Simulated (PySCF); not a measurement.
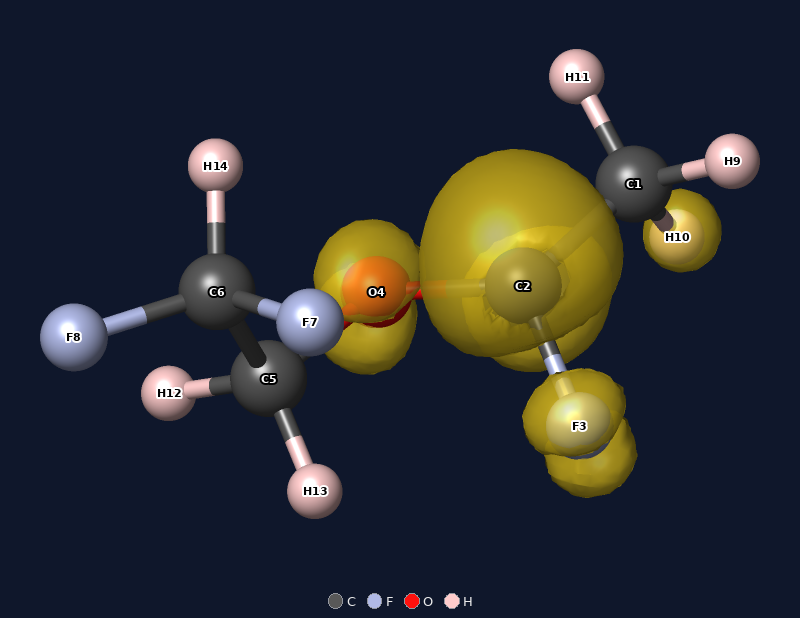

The picture shows: C4H6F3O (SMILES C[C](F)OCC(F)F) (doublet). Isosurface of the spin density at +0.04 e/Å³ (yellow), seen at a tilt.

Geometry: GFN2-xTB.

The calculation used UKS B3LYP, pcH-1 on C F H O, non-relativistic, mean-field spin-orbit, GIAO (PySCF 2.14.0, density-fitted response routines).

```xyz
14

C     2.2459    0.2554    0.8219
C     1.0502   -0.1960    0.0707
F     1.2817   -1.1315   -0.8981
O     0.1473    0.7598   -0.2983
C    -1.0386    0.3146   -0.9111
C    -2.0032   -0.2916    0.1179
F    -1.7779   -1.6127    0.2883
F    -3.2798   -0.1749   -0.3138
H     2.7070   -0.5971    1.3160
H     2.9935    0.7097    0.1624
H     1.9410    0.9888    1.5613
H    -1.5085    1.2004   -1.3442
H    -0.8378   -0.4237   -1.6960
H    -1.9215    0.1983    1.1006
```

> Which atoms carry the spin?

The unpaired spin (1 electron) lies mostly on C2 (about 0.6), O4 (about 0.1) and F3 (about 0.1), in electrons by Hirshfeld's partition.
